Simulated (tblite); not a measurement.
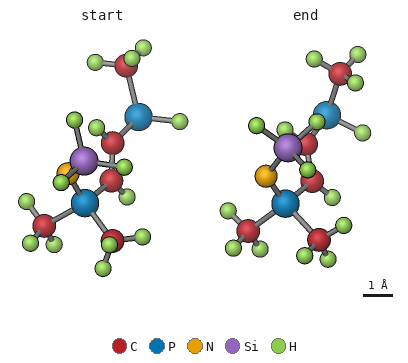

The structure of C5H15NP2Si before (left) and after (right) a relaxation, at one scale.

Style: ball-and-stick. Shown from a free direction.

Computed with tblite 0.8.0, GFN2-xTB geometry optimisation, gas phase. 

**Summarise the run.**

After 297 geometry steps the energy has fallen by 92.7 kJ/mol. An H atom moves most after the best rigid fit: 2.02 Å. By element the largest moves are H 2.02 Å, C 0.78 Å, P 0.59 Å, Si 0.59 Å, N 0.23 Å. Among the contacts that change: H–P 1.464 → 1.401 Å, C–P 1.787 → 1.843 Å, H–Si 1.498 → 1.460 Å, C–P 1.783 → 1.821 Å. Among the angles between lasting bonds that change: C–P–H 111.2° → 95.9°, C–P–H 108.9° → 96.7°, C–P–C 107.3° → 97.4°. Groups turn about C–P by about 45°, C–P by about 40°, N–P by about 30°. Cost: 3.8 s on 1 thread of Arm Neoverse V1, with other jobs on the host.
